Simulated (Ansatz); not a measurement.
## A hypothetical structure for CoBiS3

Starting from a made-up structure for CoBiS3, the aim is the relaxed cell, its shortest contacts and, where a second run follows, its electronic structure.

Method: DFT, PBE, plane-wave PAW, default files, scalar-relativistic, ferromagnetic start, cell and ions relaxed at zero pressure, in the first sound run; inputs show where later runs differ, in Ansatz 0.2.0.

## (1) The starting structure

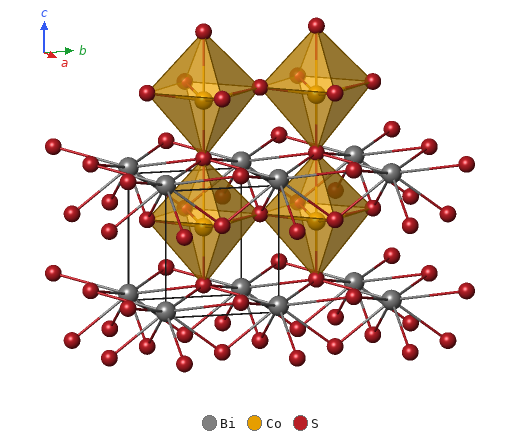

Start, viewed slightly off an axis; bismuth grey, cobalt orange, sulfur red. 1×2×2 cells are drawn. Some periodic images of atoms are drawn too.

## (2) Relaxing cell and atoms

The guess takes its coordinates from another compound and its volume from a rule, so the cell and any free coordinates are relaxed together.

The input, input.yaml:

```yaml
crystal:
  lattice:
    - [4.521, 0.0, 0.0]
    - [0.0, 4.521, 0.0]
    - [0.0, 0.0, 4.875]
  atoms:
    - { symbol: Bi, position: [0.0, 0.0, 0.0491] }
    - { symbol: Co, position: [0.5, 0.5, 0.6246], spin: 2.0 }
    - { symbol: S, position: [0.0, 0.5, 0.7054] }
    - { symbol: S, position: [0.5, 0.5, 0.1671] }
    - { symbol: S, position: [0.5, 0.0, 0.7054] }
magnetization:
  spin_polarized: true
kpoints:
  mp_grid: { grid: [6, 6, 6] }
scf:
  occupations: { method: fermi_dirac, width: 0.05 }
hamiltonian:
  xc: pbe
  pseudopotentials: { kind: paw }
relax:
  f_tol: 0.015
  max_steps: 70
  cell: {}
output:
  forces: true
  stress: true
```

The run is started by

```bash
$ ansatz run input.yaml --threads 4 --pin off --max-ram 8192MiB --backend cpu --events-out ev --progress --plain --runs-dir out
```

Numbers of over 12 decimals in the logs are rounded to 6 here.

The log of the run:

```text
Engine: ansatz 0.2.0, aarch64-unknown-linux-gnu
Pseudopotentials: kind: paw
Pseudopotential: Bi, paw, valence charge 15, recommended cutoff 420 eV (normal), Bi.paw.azcp
Pseudopotential: Co, paw, valence charge 17, recommended cutoff 420 eV (normal), Co.paw.azcp
Pseudopotential: S, paw, valence charge 6, recommended cutoff 420 eV (normal), S.paw.azcp
Functional definition: PBE
  parameter kappa = 0.804
  parameter beta = 0.066725
  exchange = pbe_x(kappa = kappa, mu = beta*pi^2/3)
  correlation = pbe_c(beta = beta)
Crystal: 5 atoms, lattice volume = 99.642 Å³
Basis set: ecut = 420 eV, 1961 PW (Γ), exchange–correlation on 64×64×72 points (8 copies of the dense FFT grid, shifted against one another)
Bands: 32, of which v1, the nominal top of the filled ones, is band 25 counted from 1 (24 counted from 0)
Symmetry: 8 space group operations
Space group: P4mm (ITA 99), of the structure as read, at distance tolerance 4.6e-5 Å
Magnetic group: BNS 99.163 (UNI 823), of the structure as read, at distance tolerance 4.6e-5 Å
k-points: 40 of 216 (time reversal used)
Non-local potential: Bi, projectors of the file, l = 0: 2, l = 1: 2, l = 2: 2, l = 3: 2
Non-local potential: Co, projectors of the file, l = 0: 3, l = 1: 2, l = 2: 3, l = 3: 1
Non-local potential: S, projectors of the file, l = 0: 2, l = 1: 2, l = 2: 2
PAW form: soft (Blöchl's): semilocal exchange-correlation on the pseudo side does not see the compensation charge
PAW one-centre angular grid: Bi, 590 points (default); XC on 64 Gauss nodes
PAW one-centre angular grid: Co, 590 points (default); XC on 64 Gauss nodes
PAW one-centre angular grid: S, 110 points (default); XC on 64 Gauss nodes
Initial density: superposition of atomic densities (chi_scale 0.1, normalization cell, long waves kept (reshape's long-wave potential 0.02 eV rms))
Starting moments: Σ|m| = 2 μB on 1 of 5 sites
Initial wavefunctions: pseudopotential atomic-orbital guess
Functional: x = pbe(κ = 0.804, μ = 0.219515), c = pbe(β = 0.066725)
SCF iter   1: F=—  HF=-20229.252674 eV  |F-HF|=—  |Δ(HF+E_count)|=         —  Δρ=3.36e-2 (↑3.05e-2 ↓3.36e-2)  dr2=8.40e0  dr2_m=4.07e-2  M=2.150 μB ∫|m|=2.176 μB  β_m=0.30  ethr=3.10e-3  ⟨swp⟩=6.4  Hψ=11109  notcnv=0  defer=1
Mixer restart at iter 1: flushing history
preconditioner: auto → Kerker (q_TF=auto, 2.432 Å⁻¹)  [metal: Δε(μ)=0.001 eV  Ē_g=12.214 eV  σ=0.050 eV  W_gap=0.01  n_scr=26 (ndim 8)  ℏωp=24.1 eV  f_vac=0.000  D(μ)=6.75/eV (n_scr^D=80)]
spin=Collinear: Kerker preconditioning applied to the charge; magnetization (m = ρ↑ − ρ↓) channel mixes plain (no charge-response kernel on spin).
SCF iter   2: F=—  HF=-20229.620331 eV  |F-HF|=—  |Δ(HF+E_count)|=   3.68e-1  Δρ=2.37e-2 (↑1.75e-2 ↓2.37e-2)  dr2=4.61e0  dr2_m=5.72e-2  M=2.041 μB ∫|m|=2.090 μB  β_m=0.54  ethr=3.10e-3  ⟨swp⟩=2.2  Hψ=4492  notcnv=0  defer=104
SCF iter   3: F=—  HF=-20229.376685 eV  |F-HF|=—  |Δ(HF+E_count)|=   2.44e-1  Δρ=3.15e-2 (↑6.97e-3 ↓3.15e-2)  dr2=2.25e0  dr2_m=1.85e-1  M=1.666 μB ∫|m|=1.797 μB  β_m=0.56  ethr=3.10e-3  ⟨swp⟩=3.5  Hψ=5083  notcnv=0  defer=110
SCF iter   4: F=—  HF=-20229.061128 eV  |F-HF|=—  |Δ(HF+E_count)|=   3.16e-1  Δρ=2.59e-2 (↑2.59e-2 ↓6.04e-3)  dr2=3.78e-1  dr2_m=1.41e-1  M=1.356 μB ∫|m|=1.573 μB  β_m=0.74  ethr=3.10e-3  ⟨swp⟩=3.2  Hψ=4894  notcnv=0  defer=109
SCF iter   5: F=—  HF=-20229.265084 eV  |F-HF|=—  |Δ(HF+E_count)|=   2.04e-1  Δρ=1.51e-2 (↑1.51e-2 ↓4.12e-3)  dr2=2.20e-1  dr2_m=3.03e-2  M=1.253 μB ∫|m|=1.437 μB  β_m=0.87  ethr=7.56e-4  ⟨swp⟩=2.1  Hψ=4352  notcnv=0  defer=115
SCF iter   6: F=—  HF=-20229.290340 eV  |F-HF|=—  |Δ(HF+E_count)|=         —  Δρ=7.53e-3 (↑6.87e-3 ↓7.53e-3)  dr2=1.79e-3  dr2_m=4.66e-2  M=1.000 μB ∫|m|=1.154 μB  β_m=0.87  ethr=4.41e-4  ⟨swp⟩=2.1  Hψ=4815  notcnv=0  defer=115
Mixer restart at iter 6: flushing history
SCF iter   7: F=—  HF=-20229.293565 eV  |F-HF|=—  |Δ(HF+E_count)|=   3.23e-3  Δρ=7.08e-3 (↑2.05e-3 ↓7.08e-3)  dr2=2.04e-2  dr2_m=1.83e-2  M=0.927 μB ∫|m|=1.062 μB  β_m=0.93  ethr=3.57e-6  ⟨swp⟩=2.1  Hψ=5375  notcnv=0  defer=111
SCF iter   8: F=—  HF=-20229.301988 eV  |F-HF|=—  |Δ(HF+E_count)|=   8.42e-3  Δρ=6.63e-3 (↑6.63e-3 ↓2.54e-3)  dr2=4.27e-2  dr2_m=4.29e-3  M=0.893 μB ∫|m|=1.017 μB  β_m=0.85  ethr=3.57e-6  ⟨swp⟩=3.0  Hψ=5856  notcnv=0  defer=112
SCF iter   9: F=—  HF=-20229.293886 eV  |F-HF|=—  |Δ(HF+E_count)|=   8.10e-3  Δρ=1.14e-3 (↑8.79e-4 ↓1.14e-3)  dr2=2.01e-3  dr2_m=3.28e-5  M=0.849 μB ∫|m|=0.957 μB  β_m=0.93  ethr=3.57e-6  ⟨swp⟩=2.0  Hψ=5580  notcnv=0  defer=112
SCF iter  10: F=—  HF=-20229.294816 eV  |F-HF|=—  |Δ(HF+E_count)|=   9.30e-4  Δρ=8.96e-4 (↑6.99e-4 ↓8.96e-4)  dr2=1.87e-3  dr2_m=1.16e-5  M=0.861 μB ∫|m|=0.969 μB  β_m=0.96  ethr=3.57e-6  ⟨swp⟩=2.0  Hψ=3370  notcnv=0  defer=112
SCF iter  11: F=—  HF=-20229.294754 eV  |F-HF|=—  |Δ(HF+E_count)|=   6.23e-5  Δρ=5.73e-5 (↑2.87e-5 ↓5.73e-5)  dr2=9.29e-6  dr2_m=5.49e-7  M=0.860 μB ∫|m|=0.967 μB  β_m=0.98  ethr=3.57e-6  ⟨swp⟩=2.1  Hψ=3336  notcnv=0  defer=112
SCF iter  12: F=—  HF=-20229.294749 eV  |F-HF|=—  |Δ(HF+E_count)|=   4.72e-6  Δρ=4.65e-5 (↑1.65e-5 ↓4.65e-5)  dr2=3.96e-6  dr2_m=2.97e-7  M=0.859 μB ∫|m|=0.967 μB  β_m=0.99  ethr=1.86e-8  ⟨swp⟩=2.0  Hψ=4544  notcnv=0  defer=112
SCF iter  13: F=—  HF=-20229.294749 eV  |F-HF|=—  |Δ(HF+E_count)|=   2.65e-7  Δρ=3.01e-5 (↑7.77e-6 ↓3.01e-5)  dr2=9.50e-7  dr2_m=1.44e-7  M=0.859 μB ∫|m|=0.966 μB  β_m=0.99  ethr=7.93e-9  ⟨swp⟩=2.0  Hψ=3508  notcnv=0  defer=112
SCF iter  14: F=—  HF=-20229.294749 eV  |F-HF|=—  |Δ(HF+E_count)|=   3.87e-7  Δρ=5.97e-6 (↑3.60e-6 ↓5.97e-6)  dr2=1.68e-7  dr2_m=4.87e-9  M=0.859 μB ∫|m|=0.967 μB  β_m=1.00  ethr=1.90e-9  ⟨swp⟩=2.0  Hψ=3178  notcnv=0  defer=112
SCF iter  15: F=—  HF=-20229.294749 eV  |F-HF|=—  |Δ(HF+E_count)|=   4.02e-9  Δρ=3.30e-6 (↑1.45e-6 ↓3.30e-6)  dr2=2.55e-8  dr2_m=2.64e-9  M=0.859 μB ∫|m|=0.967 μB  β_m=1.00  ethr=3.35e-10  ⟨swp⟩=2.0  Hψ=3532  notcnv=0  defer=112
SCF iter  16: F=-20229.294749 eV  HF=-20229.294749 eV  |F-HF|=2.02e-8  |Δ(HF+E_count)|=   5.84e-9  Δρ=3.91e-6 (↑1.39e-6 ↓3.91e-6)  dr2=2.27e-8  dr2_m=1.60e-9  M=0.859 μB ∫|m|=0.967 μB  ethr=5.11e-11  ⟨swp⟩=2.0  Hψ=7851  notcnv=0
SCF 1 converged in 16 iterations: F = -20229.294749 eV  dr2 = 2.27e-8
  greatest PAW one-centre occupation: 1.001 electrons in one spin orbital (limit 2), on the Co atom at site 1 (counted from 0), in its partial waves of l = 1
relax step   1: F+E_penalty+E_count = -20229.29474927 eV  Δ(F+E_penalty+E_count) = +0.000e0 eV  max|allowed force component| = 6.745e-1 eV/Å  Δτ_max = 0.0000 Å  P = -1.901 GPa  Ω = 99.642 Å³  (16 SCF iters, dr2 threshold 1.00e-7 eV, accepted)
[...]
relax step   9: F+E_penalty+E_count = -20229.62520545 eV  Δ(F+E_penalty+E_count) = -1.178e-2 eV  max|allowed force component| = 2.435e-2 eV/Å  Δτ_max = 0.0000 Å  P = +0.220 GPa  Ω = 101.954 Å³  stress off target by 5.80e-1 GPa  SCF on the basis re-selected at this cell (its energy is not comparable with the rows above)  (14 SCF iters)
relax step  10: F+E_penalty+E_count = -20229.62768669 eV  Δ(F+E_penalty+E_count) = -2.481e-3 eV  max|allowed force component| = 2.708e-2 eV/Å  Δτ_max = 0.0102 Å  P = +0.076 GPa  Ω = 102.414 Å³  energy of the carried Pulay correction = -1.006e-4 eV  (10 SCF iters, dr2 threshold 5.00e-7 eV, accepted)
relax step  11: F+E_penalty+E_count = -20229.62794429 eV  Δ(F+E_penalty+E_count) = -2.576e-4 eV  max|allowed force component| = 5.420e-3 eV/Å  Δτ_max = 0.0079 Å  P = -0.023 GPa  Ω = 102.795 Å³  energy of the carried Pulay correction = -1.884e-4 eV  (11 SCF iters, dr2 threshold 7.75e-8 eV, accepted)
relax step  12: F+E_penalty+E_count = -20229.62802959 eV  Δ(F+E_penalty+E_count) = -8.531e-5 eV  max|allowed force component| = 8.872e-4 eV/Å  Δτ_max = 0.0020 Å  P = -0.003 GPa  Ω = 102.719 Å³  energy of the carried Pulay correction = -1.706e-4 eV  (10 SCF iters, dr2 threshold 1.37e-8 eV, accepted)
iter 1 solved again at ethr=1.81e-7 eV; its pass at ethr=3.10e-3 eV (dr2=9.05e-5 eV) is discarded
SCF iter   1: F=—  HF=-20229.627861 eV  |F-HF|=—  |Δ(HF+E_count)|=         —  Δρ=7.27e-5 (↑7.27e-5 ↓7.27e-5)  dr2=1.02e-6  dr2_m=7.34e-13  M=0.000 μB ∫|m|=0.000 μB  β_m=0.65  ethr=1.81e-7  ⟨swp⟩=3.7  Hψ=18481  notcnv=0
preconditioner: auto → Kerker (q_TF=auto, 2.273 Å⁻¹)  [metal: Δε(μ)=0.011 eV  Ē_g=12.731 eV  σ=0.050 eV  W_gap=0.05  n_scr=20 (ndim 8)  ℏωp=23.7 eV  f_vac=0.030  D(μ)=4.53/eV (n_scr^D=36)]
spin=Collinear: Kerker preconditioning applied to the charge; magnetization (m = ρ↑ − ρ↓) channel mixes plain (no charge-response kernel on spin).
SCF iter   2: F=—  HF=-20229.628176 eV  |F-HF|=—  |Δ(HF+E_count)|=   3.15e-4  Δρ=2.54e-5 (↑2.54e-5 ↓2.54e-5)  dr2=8.94e-8  dr2_m=5.04e-13  M=0.000 μB ∫|m|=0.000 μB  β_m=0.61  ethr=2.03e-9  ⟨swp⟩=2.0  Hψ=4535  notcnv=0
SCF iter   3: F=—  HF=-20229.628223 eV  |F-HF|=—  |Δ(HF+E_count)|=   4.70e-5  Δρ=3.96e-6 (↑3.96e-6 ↓3.94e-6)  dr2=6.99e-9  dr2_m=3.32e-13  M=0.000 μB ∫|m|=0.000 μB  β_m=0.57  ethr=1.79e-10  ⟨swp⟩=2.0  Hψ=4514  notcnv=0
SCF iter   4: F=—  HF=-20229.628224 eV  |F-HF|=—  |Δ(HF+E_count)|=   8.86e-7  Δρ=2.68e-6 (↑2.65e-6 ↓2.68e-6)  dr2=1.58e-8  dr2_m=2.82e-13  M=0.000 μB ∫|m|=0.000 μB  β_m=0.57  ethr=1.40e-11  ⟨swp⟩=2.0  Hψ=4624  notcnv=0
SCF iter   5: F=—  HF=-20229.628224 eV  |F-HF|=—  |Δ(HF+E_count)|=   6.83e-8  Δρ=2.25e-6 (↑2.23e-6 ↓2.25e-6)  dr2=1.04e-8  dr2_m=2.45e-13  M=0.000 μB ∫|m|=0.000 μB  β_m=0.79  ethr=1.40e-11  ⟨swp⟩=2.0  Hψ=4572  notcnv=0
SCF iter   6: F=—  HF=-20229.628224 eV  |F-HF|=—  |Δ(HF+E_count)|=   2.50e-7  Δρ=7.33e-7 (↑7.17e-7 ↓7.33e-7)  dr2=3.74e-9  dr2_m=8.99e-14  M=0.000 μB ∫|m|=0.000 μB  β_m=0.89  ethr=1.40e-11  ⟨swp⟩=2.0  Hψ=4632  notcnv=0
SCF iter   7: F=—  HF=-20229.628223 eV  |F-HF|=—  |Δ(HF+E_count)|=   3.70e-7  Δρ=5.73e-7 (↑5.57e-7 ↓5.73e-7)  dr2=1.34e-9  dr2_m=7.57e-14  M=0.000 μB ∫|m|=0.000 μB  β_m=0.95  ethr=7.48e-12  ⟨swp⟩=3.0  Hψ=4578  notcnv=0
SCF iter   8: F=—  HF=-20229.628223 eV  |F-HF|=—  |Δ(HF+E_count)|=   2.66e-9  Δρ=1.60e-7 (↑1.44e-7 ↓1.60e-7)  dr2=9.63e-11  dr2_m=8.24e-14  M=0.000 μB ∫|m|=0.000 μB  β_m=0.97  ethr=2.67e-12  ⟨swp⟩=2.0  Hψ=3886  notcnv=0
SCF iter   9: F=—  HF=-20229.628223 eV  |F-HF|=—  |Δ(HF+E_count)|=  2.91e-11  Δρ=1.37e-7 (↑1.37e-7 ↓1.21e-7)  dr2=6.11e-11  dr2_m=7.11e-14  M=0.000 μB ∫|m|=0.000 μB  β_m=0.99  ethr=1.00e-12  ⟨swp⟩=2.0  Hψ=3580  notcnv=0
SCF iter  10: F=—  HF=-20229.628223 eV  |F-HF|=—  |Δ(HF+E_count)|=  6.55e-11  Δρ=5.35e-8 (↑5.35e-8 ↓4.13e-8)  dr2=8.14e-12  dr2_m=4.17e-14  M=0.000 μB ∫|m|=0.000 μB  β_m=0.99  ethr=1.00e-12  ⟨swp⟩=2.0  Hψ=3070  notcnv=0
SCF iter  11: F=-20229.628223 eV  HF=-20229.628223 eV  |F-HF|=2.55e-11  |Δ(HF+E_count)|=  1.09e-11  Δρ=9.86e-8 (↑9.86e-8 ↓9.52e-8)  dr2=3.50e-11  dr2_m=2.99e-15  M=0.000 μB ∫|m|=0.000 μB  ethr=1.00e-12  ⟨swp⟩=2.8  Hψ=7835  notcnv=0
the starting moments were not kept: the SCF closed with an absolute magnetisation of 5.1e-7 μB, where they sum to 2 μB in size (1 site). That is at most 0.1 of that sum. Measured as dr2_m measures the in/out step, that magnetisation stands 3.1e-13 eV from none, at or under the dr2_threshold of 5.0e-11 eV: it is no larger than a step whose dr2_m would equal this threshold.
SCF 13 converged in 11 iterations: F = -20229.628223 eV  dr2 = 3.50e-11
relax step  13: F+E_penalty+E_count = -20229.62822347 eV  Δ(F+E_penalty+E_count) = -1.939e-4 eV  max|allowed force component| = 8.172e-4 eV/Å  Δτ_max = 0.0000 Å  P = -0.005 GPa  Ω = 102.719 Å³  stress off target by 1.20e-2 GPa  SCF on the basis re-selected at this cell (its energy is not comparable with the rows above)  (11 SCF iters)
basis re-selected at this cell: Δ(F+E_penalty+E_count) = -1.939e-4 eV, ΔP = -0.002 GPa vs the last step (what re-selecting the basis moved, of the pressure what is left beyond the Pulay correction that the steps carried, after the strain that the cell walked since its last selection, with what the two solves' SCF thresholds leave and, on support functions, any second-order correction that the steps lacked; it is no m [...]
SCF converged after 11 iterations
Magnetization: 0.0000 μB (25.0000 up, 25.0000 down)
Absolute magnetization: 0.0000 μB (∫|ρ↑−ρ↓|, with the PAW one-centre terms)
Spin contamination: 0.0000 ħ² per cell (⟨S²⟩ above its minimum at these occupations)
Per-site moments (μB) at R_I (Å): [(-2.3460359064182584e-10, 1.147534), (3.3414060299454973e-7, 0.896078), (2.2492997784865974e-8, 0.923754), (3.335152447240349e-8, 0.896078), (2.2492997792292097e-8, 0.923754)]
Free energy (F): -20229.628223 eV
Harris-Foulkes:  -20229.628223 eV  (|F-HF|=2.55e-11)
Internal energy: -20229.592715 eV  (E = F + TS)
E sigma→0 (E₀):  -20229.610469 eV
Entropy (-TS):   -0.035509 eV (-7.102 meV/atom)
Fermi energy:    8.897045 eV
--- Per-component energies (eV) ---
  E_band       = -491.700437
  E_kinetic    = 1074.434627
  E_local      = -6413.706567  (includes V_loc(G=0)·N_el)
  E_nonlocal   = 1104.281455
  E_hartree    = 2572.541663
  E_xc         = -601.022900
  E_vxc        = -610.862895  (∫ρ·V_xc dr)
  E_paw        = -13979.748996  (= ΣΔE_a)
  E_vpaw       = -790.930548  (= ΣTr[D̂ρ^β])
  E_aug_tail   = -0.000339  (compensation charges beyond the density's cutoff)
  E_ewald      = -3986.371657
  E_smearing   = -0.035509  (= −TS)
  E_closure    = -0.000000  (closes the sum)
  Σ components = -20229.628223   (vs F -20229.628223, Δ=0.00e0)
--- Forces (eV/Å), atoms counted from 1 ---
  atom   1  Bi     0.00000000     0.00000000    -0.00079401
  atom   2  Co     0.00000000    -0.00000000     0.00081698
  atom   3  S      0.00000000     0.00000000    -0.00003592
  atom   4  S      0.00000000     0.00000000     0.00004775
  atom   5  S      0.00000000    -0.00000000    -0.00003592
  max |Σ_I F_I| component: 1.13e-6 eV/Å
--- Stress (GPa, compression-positive) ---
       -0.001168      -0.000000      -0.000000
       -0.000000      -0.001168       0.000000
       -0.000000       0.000000      -0.012046
  P = ⅓ Tr σ = -0.0048 GPa (-0.048 kbar)
--- Relaxed structure (11 steps of the walk, 11 accepted, 2 SCFs on fresh bases) ---
  F+E_penalty+E_count = -20229.62822347 eV   max|allowed force component| = 8.172e-4 eV/Å   (the final SCF, on the basis selected at the relaxed cell)
  cell:  # Å, volume = 102.7185 Å³
    - [4.289462, 0, 0]
    - [0, 4.289462, 0.0]
    - [0, 0.0, 5.582687]
  atoms:
    - { symbol: Bi, position: [0, 0.0, 0.028196] }
    - { symbol: Co, position: [0.5, 0.5, 0.595429] }
    - { symbol: S, position: [0, 0.5, 0.710831] }
    - { symbol: S, position: [0.5, 0.5, 0.206314] }
    - { symbol: S, position: [0.5, 0, 0.710831] }
```

Elapsed: 2 min, on 4 threads of Arm Neoverse V1, shared host; peak memory 0.66 GiB; 7.9 min of CPU time.

Step by step:

```csv
step,energy less that of the first step (eV),largest force component (eV/Å),pressure (GPa),volume (Å³)
1,0.0000,0.6745,-1.90,99.64
2,-0.0294,1.0334,2.05,98.72
3,-0.1950,0.2068,0.70,99.36
4,-0.2910,0.3440,0.36,100.76
5,-0.3158,0.1358,-0.65,102.28
6,-0.3180,0.0604,-0.01,102.17
7,-0.3183,0.0183,0.24,101.50
8,-0.3187,0.0110,-0.01,101.95
9*,-0.3305,0.0244,0.22,101.95
10,-0.3329,0.0271,0.08,102.41
11,-0.3332,0.0054,-0.02,102.79
12,-0.3333,0.0009,0.00,102.72
13*,-0.3335,0.0008,0.00,102.72
```

Relaxation steps marked * repeat the geometry before them on a plane-wave basis chosen anew for their cell, so energy and pressure can jump there.

Forces are held to the 8 operations that the run works with; a distortion that breaks them can't arise in this run.

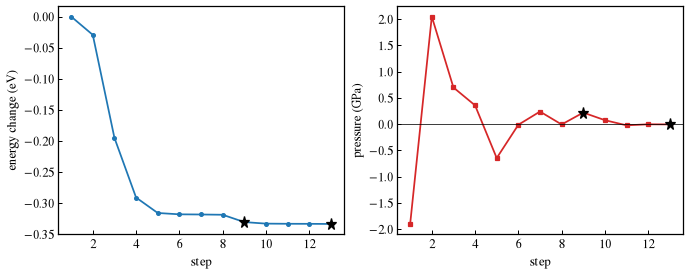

Energy and pressure along the relaxation. Stars mark steps on a basis chosen anew.

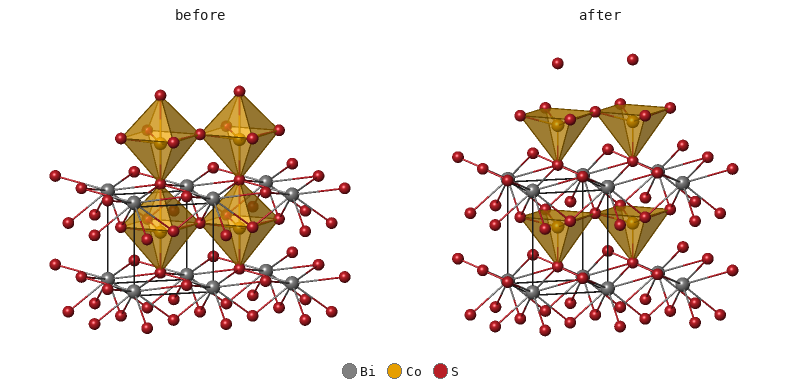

Before and after, at one scale. Bonds to atoms that aren't drawn are left out.

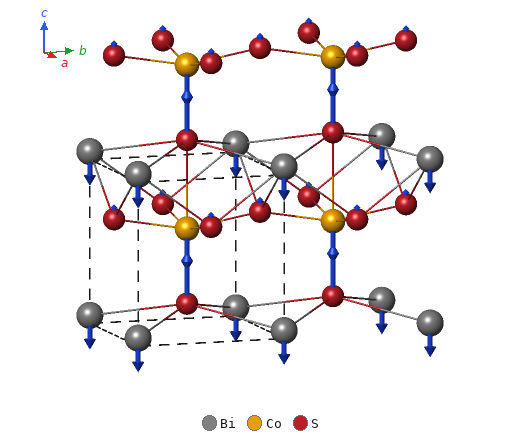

Displacements in the relaxation, exaggerated, measured against the changing cell; the longest in the cell stands for 0.22 Å. 1×2×2 cells are drawn. Some periodic images of atoms are drawn too.

```csv
cell as run,before,after,change
a (Å),4.521,4.289,-5.1 %
b (Å),4.521,4.289,-5.1 %
c (Å),4.875,5.583,+14.5 %
volume (Å³/atom),19.93,20.54,+3.1 %
```

The atoms that moved most (Å, as changes of fractional coordinates times the final cell):

| atom | dx | dy | dz | length |
| --- | --- | --- | --- | --- |
| S4 | 0.000 | 0.000 | 0.219 | 0.219 |
| Co2 | 0.000 | 0.000 | -0.163 | 0.163 |
| Bi1 | 0.000 | 0.000 | -0.117 | 0.117 |
| S3 | 0.000 | 0.000 | 0.030 | 0.030 |
| S5 | 0.000 | 0.000 | 0.030 | 0.030 |

Final coordinates:

```xyz
5
Lattice="4.2895 0.0000 0.0000 0.0000 4.2895 0.0000 0.0000 0.0000 5.5827" Properties=species:S:1:pos:R:3 pbc="T T T"
Bi    0.0000    0.0000    0.1574
Co    2.1447    2.1447    3.3241
S     0.0000    2.1447    3.9683
S     2.1447    2.1447    1.1518
S     2.1447    0.0000    3.9683
```

This step gave:

| Quantity | Value |
| --- | --- |
| free energy | -20229.6282 eV |
| energy at zero smearing | -20229.6105 eV |
| smearing term TS | 0.03551 eV |
| Fermi energy | 8.897 eV |
| electrons | 50 |
| symmetry operations | 8 |
| pressure | -0.004794 GPa |

Shortest distances by pair of elements, guess and relaxed (not always the same contact):

| pair | guess (Å) | relaxed (Å) |
| --- | --- | --- |
| Co–S | 2.230 | 2.172 |
| Bi–S | 2.814 | 2.782 |
| S–S | 3.190 | 3.033 |
| Bi–Co | 3.808 | 3.878 |
| Bi–Bi | 4.521 | 4.289 |

The relaxation ends with a largest force component of 8.2e-4 eV/Å and a pressure of 0.00 GPa. No moment survives the cycle: this start ends non-magnetic.

(Part 1 of 2 ends here.)

[Logs are printed without paths, hosts, clocks, repeated set-up lines and the standing remarks that a program may print on its own settings, such as how far it seeks lower states.]

[Hosts, paths, dates, database ids (printed as entryN), source tags and the programs' standing remarks are cut or masked in the printed files.]
